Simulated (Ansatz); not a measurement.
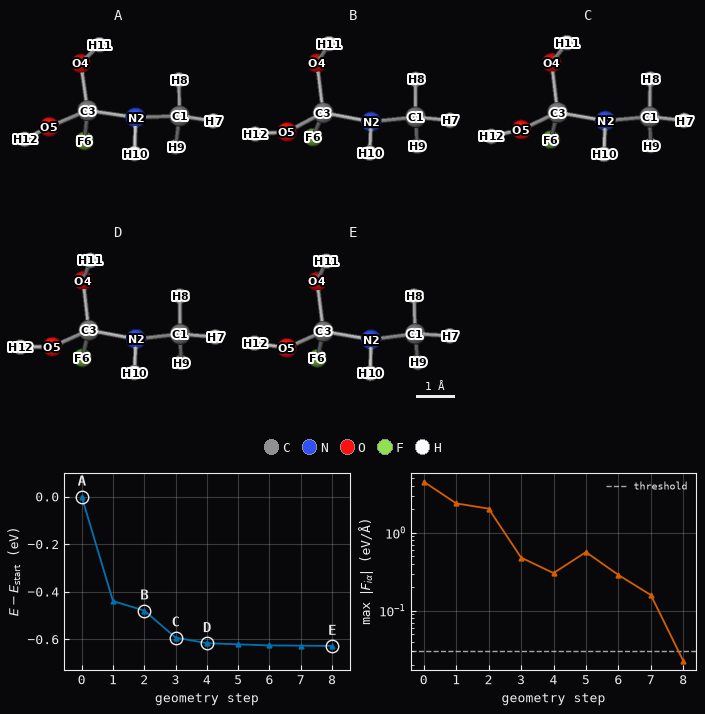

Frames of a relaxation of C2H6FNO2 (coarse preliminary run), marked on the history of the run. Style: ball-and-stick. Shown face on.

The start comes from a force field.

Computed with RKS PBE-D4/def2-SVP in Ansatz 0.2.0. (force threshold 0.03 eV/Å; at most 200 steps)

### What happens along the run?

H12 moves most after the best rigid fit: 0.43 Å. By element the largest moves are H 0.43 Å, N 0.15 Å, F 0.14 Å, O 0.14 Å, C 0.11 Å. Some distances before and after: C3–O4 1.292 → 1.394 Å, C1–H7 1.044 → 1.107 Å, C3–F6 1.356 → 1.405 Å, C1–H9 1.157 → 1.115 Å. Bond angles that change, for instance: O4–C3–F6 112.4° → 102.6°, C1–N2–H10 106.3° → 113.2°, C3–O5–H12 99.6° → 105.7°. Groups turn about C3–O5 by about 30°, C3–O4 by about 20°. Over 8 geometry steps the energy falls by 0.628 eV. Largest force component: 4.5 eV/Å at the start, 0.023 eV/Å at the end. From step 0 to 2: H12 moves most (0.24 Å), energy −0.479 eV. From step 2 to 3: F6 moves most (0.10 Å), energy −0.114 eV. From step 3 to 4: H11 moves most (0.19 Å), energy −0.024 eV. From step 4 to 8: H12 moves most (0.11 Å), energy −0.012 eV.

```
step  E − E(0), eV  largest force component, eV/Å
   0        0.0000                         4.5398
   1       -0.4392                         2.3907
   2       -0.4790                         2.0464
   3       -0.5925                         0.4812
   4       -0.6161                         0.3042
   5       -0.6208                         0.5664
   6       -0.6254                         0.2880
   7       -0.6264                         0.1591
   8       -0.6277                         0.0227
```
